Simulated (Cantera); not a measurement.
Input: 1 mol MgO, 0.21 mol HI, a varied amount of H2, at 1202 °C and 0.133 bar.

These are equilibrium values from Cantera (NASA tables, ideal gas, pure condensed phases), not measurements of a reactor. Candidate condensed phases: H2O, I2, Mg, MgI2, MgO, Mg(OH)2; 20 gas species. Rates play no part.

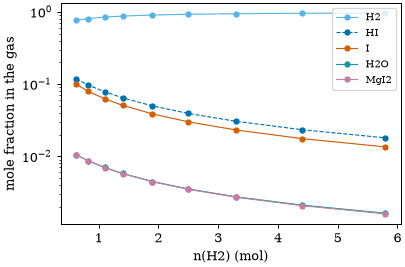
Equilibrium gas composition (values under 1e-9 drawn at 1e-9)

From 0.62 mol H2 to 5.8 mol H2 the condensed part is MgO(s). The main Mg-bearing gas is MgI2 throughout.
